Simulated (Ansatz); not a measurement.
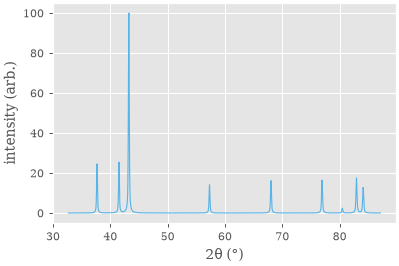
Figure: Simulated powder pattern, Cu Kα1, λ = 1.54056 Å

The pattern belongs to a structure relaxed with plane-wave PAW PBE (Ansatz code).

Problem. Which compound is it?
(A) Zr, hcp (Mg type)
(B) Hf, hcp (Mg type)
(C) Os, hcp (Mg type)
(D) Ru, hcp (Mg type)

Solution. C, Os, hcp (Mg type)

Space group P6_3/mmc (hcp (Mg type)). Symmetry was held in the PBE relaxation. The run is not spin-polarised. Spin–orbit coupling is left out wherever it is not named.

Potentials: the earlier of the program's two PAW sets.
